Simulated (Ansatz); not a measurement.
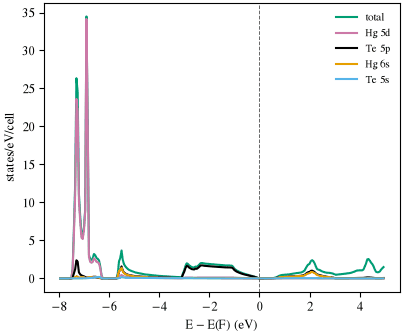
Fig. 1. Total and projected density of states of HgTe (zinc blende, space group No. 216), DFT-LDA in the program Ansatz with PAW potentials

Task: Which orbitals carry the states next to the Fermi level?

Result: Within 0.5 eV of the Fermi level: Te 5p 85 %, Hg 5d 9 %. Projections are on Löwdin-orthogonalised atomic valence shells; empty p or d shells of many metals are not among them.

Task: Where is the tallest occupied peak in this window, and what makes it?

Result: Near -6.9 eV, about 34 states/eV per cell; the largest projected share is Hg 5d.

Space group F-43m (zinc blende). The LDA relaxation kept the symmetry of its start; of distortions, only those at the zone centre were tested. Scalar-relativistic: spin–orbit coupling is off unless named, which matters more the heavier the elements.

Potentials: the later of the program's two PAW sets.
